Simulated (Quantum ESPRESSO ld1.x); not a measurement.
## Atomic calculation, with input and output: Cs⁴⁺

The Cs⁴⁺ ion in the configuration [Kr] 4d10 5s2 5p2.75 5d0.25. Computed at this level: scalar-relativistic Kohn-Sham, LDA (Slater exchange, Perdew-Zunger correlation), spin-unpolarised, spherical densities, point nucleus (Quantum ESPRESSO ld1.x 7.5).

Summary:

| quantity | value |
| --- | --- |
| outcome | converged |
| total energy | −7776.6983 hartree |
| kinetic energy | 8192.1168 hartree |
| electron–nucleus energy | −18743.3473 hartree |
| Hartree energy | 2958.9523 hartree |
| exchange–correlation energy | −184.420105 hartree |
| radius at density 0.001 e/bohr³ | 3.48 bohr |
| SCF iterations | 26 |
| hardware | 1 CPU thread, shared host |
| wall time | 0.67 s |

The input:
```
 &input
    atom='Cs',
    iswitch=1,
    rel=1,
    dft='PZ',
    config='[Kr] 4d10 5s2 5p2.75 5d0.25',
    verbosity='high',
    prefix='ld1',
    max_out_wfc=37,
    file_charge='ld1.rho',
 /
```

Log:
```
     Program LD1 v.7.5 starts

     --------------------------- All-electron run ----------------------------

     scalar relativistic calculation

     atomic number is 55.00
     dft =PZ   lsd =0 sic =0 latt =0  beta=0.20 tr2=1.0E-14
     Exchange-correlation= PZ
                           (   1   1   0   0   0   0   0)
     mesh =2077 r(mesh) =  99.55068 a.u. xmin = -8.00 dx = 0.00800
     1 Ry =  13.60569312 eV, c = 137.03599908

     n l     nl                  e(Ry)          e(Ha)          e(eV)
     1 0     1S 1( 2.00)   -2631.774435599   -1315.887217800 -35807.1153397
     2 0     2S 1( 2.00)    -415.679818791    -207.839909396  -5655.6120519
     2 1     2P 1( 6.00)    -373.426018924    -186.713009462  -5080.7198176
     3 0     3S 1( 2.00)     -88.981836855     -44.490918428  -1210.6595658
     3 1     3P 1( 6.00)     -75.382084559     -37.691042279  -1025.6255095
     4 0     4S 1( 2.00)     -19.393779520      -9.696889760   -263.8658127
     4 1     4P 1( 6.00)     -15.033944468      -7.516972234   -204.5472349
     3 2     3D 1(10.00)     -55.364985996     -27.682492998   -753.2790092
     4 2     4D 1(10.00)      -8.678371612      -4.339185806   -118.0752610
     5 0     5S 1( 2.00)      -4.908606919      -2.454303459    -66.7849994
     5 1     5P 1( 2.75)      -3.791674513      -1.895837256    -51.5883598
     5 2     5D 1( 0.25)      -2.320448501      -1.160224251    -31.5713102

     final scf error:  4.8E-15 reached in  26 iterations

     Etot =  -15553.396592 Ry,   -7776.698296 Ha, -211614.741052 eV

     Ekin =   16384.233660 Ry,    8192.116830 Ha,  222918.855240 eV
     Encl =  -37486.694560 Ry,  -18743.347280 Ha, -510032.462382 eV
     Eh   =    5917.904516 Ry,    2958.952258 Ha,   80517.192778 eV
     Exc  =    -368.840209 Ry,    -184.420104 Ha,   -5018.326689 eV

     normalization and overlap integrals

     s(1S/1S) =  1.000000  <r> =   0.0261  <r2> =    0.0009  r(max) =   0.0168
     s(1S/2S) = -0.016299
     s(1S/3S) = -0.006922
     s(1S/4S) = -0.003239
     s(1S/5S) = -0.001377
     s(2S/2S) =  1.000000  <r> =   0.1122  <r2> =    0.0149  r(max) =   0.0952
     s(2S/3S) = -0.004283
     s(2S/4S) = -0.001925
     s(2S/5S) = -0.000812
     s(2P/2P) =  1.000000  <r> =   0.0982  <r2> =    0.0118  r(max) =   0.0761
     s(2P/3P) = -0.003488
     s(2P/4P) = -0.001477
     s(2P/5P) = -0.000584
     s(3S/3S) =  1.000000  <r> =   0.2994  <r2> =    0.1025  r(max) =   0.2738
     s(3S/4S) = -0.001315
     s(3S/5S) = -0.000539
     s(3P/3P) =  1.000000  <r> =   0.2973  <r2> =    0.1025  r(max) =   0.2673
     s(3P/4P) = -0.001120
     s(3P/5P) = -0.000431
     s(4S/4S) =  1.000000  <r> =   0.6942  <r2> =    0.5442  r(max) =   0.6445
     s(4S/5S) = -0.000352
     s(4P/4P) =  1.000000  <r> =   0.7385  <r2> =    0.6206  r(max) =   0.6708
     s(4P/5P) = -0.000282
     s(3D/3D) =  1.000000  <r> =   0.2737  <r2> =    0.0885  r(max) =   0.2206
     s(3D/4D) = -0.000782
     s(3D/5D) = -0.000264
     s(4D/4D) =  1.000000  <r> =   0.8318  <r2> =    0.8042  r(max) =   0.7208
     s(4D/5D) = -0.000178
     s(5S/5S) =  1.000000  <r> =   1.6328  <r2> =    2.9802  r(max) =   1.4928
     s(5P/5P) =  1.000000  <r> =   1.8470  <r2> =    3.8239  r(max) =   1.6831
     s(5D/5D) =  1.000000  <r> =   2.3945  <r2> =    6.4605  r(max) =   2.1397

     ------------------------ End of All-electron run ------------------------
```

Orbitals:

```
orbital  occupation  energy (eV)  ⟨r⟩ (bohr)  outer maximum (bohr)
     1s           2     −35807.1     0.02613                0.0168
     2s           2      −5655.6      0.1122                0.0952
     2p           6      −5080.7     0.09824                0.0761
     3s           2      −1210.7      0.2994                 0.274
     3p           6      −1025.6      0.2973                 0.267
     3d          10     −753.279      0.2737                 0.221
     4s           2     −263.866      0.6942                 0.644
     4p           6     −204.547      0.7385                 0.671
     4d          10     −118.075      0.8318                 0.721
     5s           2      −66.785       1.633                  1.49
     5p        2.75      −51.588       1.847                  1.68
     5d        0.25      −31.571       2.394                  2.14
```

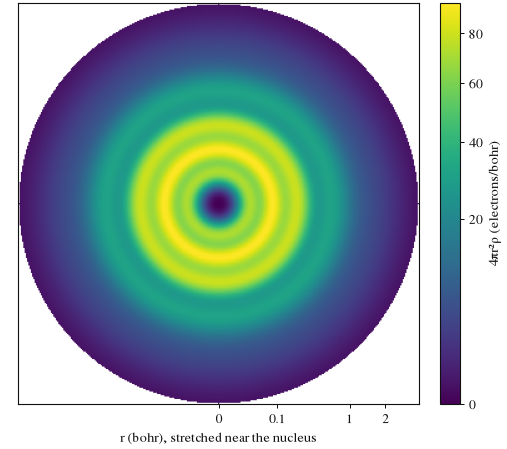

*The radial density 4πr²ρ as a disc about the nucleus, with the radius drawn as r to the power 0.35.*

There are 4 maxima, at r = 0.0183, 0.0805, 0.230 and 0.650 bohr, parted by minima at 0.0353, 0.151 and 0.479 bohr, inside which lie 2.0, 11.2 and 29.0 electrons. The configuration has 5 principal shells, so not every shell has a maximum of its own.

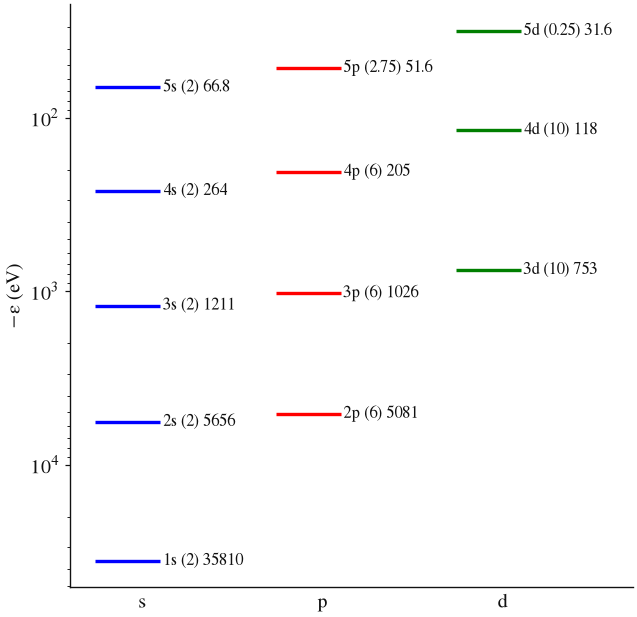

*All occupied levels, on a logarithmic scale of binding energy, are drawn (occupations in brackets).*

The highest occupied level is 5d at −31.6 eV. The highest 3 occupied levels, from the top down, are 5d (−31.6 eV), 5p (−51.6 eV), 5s (−66.8 eV).

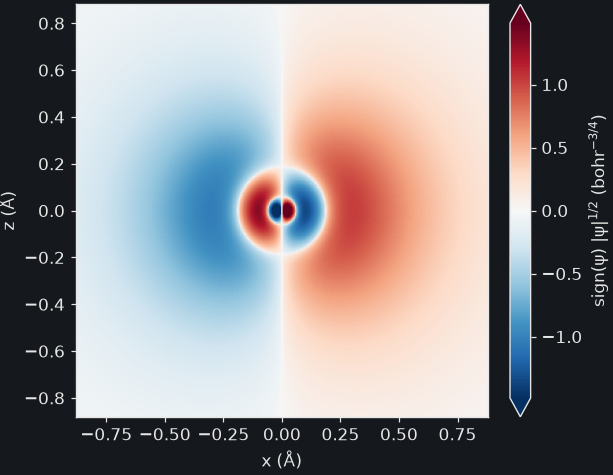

*One occupied orbital is shown. In the xz plane through the nucleus, the colour gives the signed square root of ψ. (1 bohr = 0.529 Å.) The radial function comes from the spherical calculation and is multiplied by a real spherical harmonic; the overall sign is chosen so that the largest lobe of P(r) is positive; at the scalar-relativistic level it is the large component.*

It is 4p(x). It has the nodal plane yz and 2 radial nodes, at r = 0.115 and 0.355 bohr. The outermost maximum of P² lies at 0.671 bohr, ⟨r⟩ = 0.738 bohr, 90 % of the charge lies within 1.08 bohr, and the eigenvalue is −204.5 eV, with 6 electrons in the shell.
